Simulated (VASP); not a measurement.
Energy against volume of Li2O (antifluorite). Level of theory: PBE GGA, VASP's PBE PAW potentials (set 64) (plane waves; VASP).

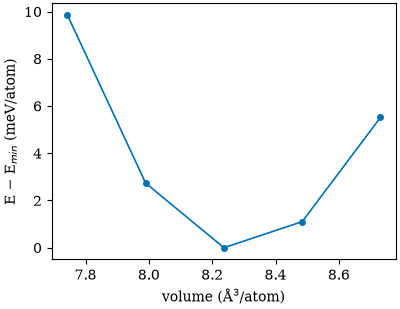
Figure: Energy against volume

Question: Estimate the equilibrium volume and the bulk modulus.

Answer: The minimum lies near 8.3 Å³/atom, and the curvature gives B0 of about 81 GPa.

The compound is Li2O in the antifluorite structure. It was relaxed first.
